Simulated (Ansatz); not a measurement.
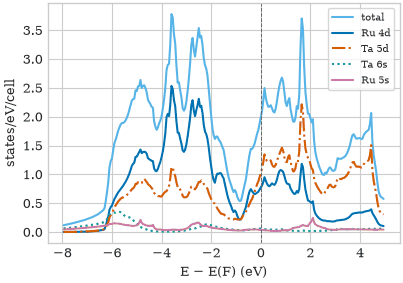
Figure. Total and projected density of states of TaRu (L1₀ or tetragonal B2, space group No. 123), plane-wave PAW LDA (Ansatz code)

Question: Which orbitals carry the states next to the Fermi level?

Answer: Within 0.5 eV of the Fermi level: Ta 5d 50 %, Ru 4d 41 %. Projections are on Löwdin-orthogonalised atomic valence shells; empty p or d shells of many metals are not among them.

Question: Where is the tallest occupied peak in this window, and what makes it?

Answer: Near -3.6 eV, about 3.8 states/eV per cell; the largest projected share is Ru 4d.

Space group P4/mmm (L1₀ or tetragonal B2). The workflow started from a Materials Project entry (that database holds measured and hypothetical structures alike); the Crystallography Open Database files this formula in space group No. 123, but the cells were not matched. Whether it is the stable phase at ambient conditions was not checked. The LDA relaxation kept the symmetry of its start; its stability against distortions is not shown here. The run is not spin-polarised. Scalar-relativistic: spin–orbit coupling is off unless named, which matters more the heavier the elements.

Potentials: the earlier of the program's two PAW sets. The files were generated under PBE; for other functionals the program regenerates the frozen cores, and for LDA and PBEsol the local potential too.
